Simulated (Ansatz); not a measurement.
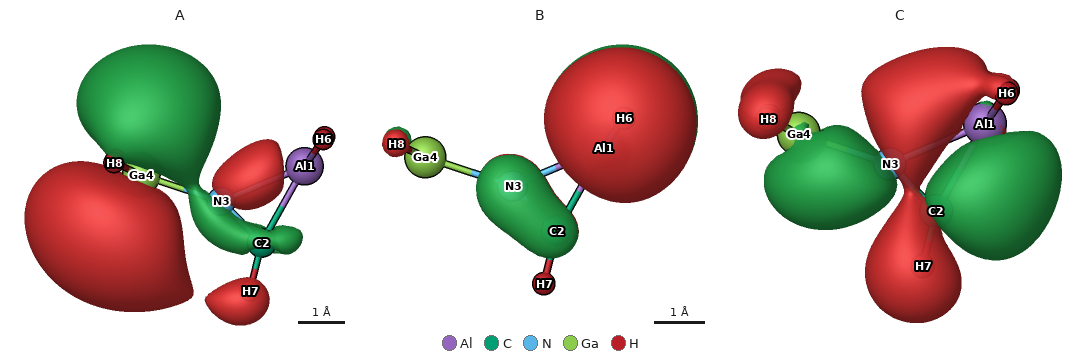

Figure 1: CH5AlGaN. Three frontier orbitals at ±0.06 Å⁻³ᐟ² (green and red are the two phases), in no order.

Geometry: PBE0-D4/def2-TZVP.

Method: RKS PBE0-D4/def2-TZVPP in Ansatz 0.2.0.

```yaml
atoms:
  - { symbol: Al, position_ang: [0.2226, 1.7055, -0.2448] }
  - { symbol: C, position_ang: [1.2351, 0.1349, -0.7498] }
  - { symbol: N, position_ang: [0.2133, -0.2880, -0.1096] }
  - { symbol: Ga, position_ang: [-0.8423, -1.6367, 0.6118] }
  - { symbol: H, position_ang: [-0.8393, 2.2772, -1.2738] }
  - { symbol: H, position_ang: [0.5933, 2.4321, 1.1147] }
  - { symbol: H, position_ang: [1.9863, -0.5539, -1.1551] }
  - { symbol: H, position_ang: [-0.5599, -1.9596, 2.1067] }
  - { symbol: H, position_ang: [-2.0090, -2.1116, -0.3002] }
```

Which picture is the HOMO−1, the HOMO and the LUMO?

B is the HOMO−1 (−7.74 eV). Its weight (Hirshfeld) is mainly on Al1 (about 30 %), H5 (about 30 %) and H6 (about 30 %). C is the HOMO (−6.67 eV). It lies mainly on C2 (about 35 %), N3 (about 25 %), Al1 (about 20 %), Ga4 (about 10 %) and H7 (about 10 %). A is the LUMO (−1.85 eV). It lies mainly on Ga4 (about 75 %) and N3 (about 5 %).

What is the HOMO–LUMO gap?

4.82 eV between the orbital energies.
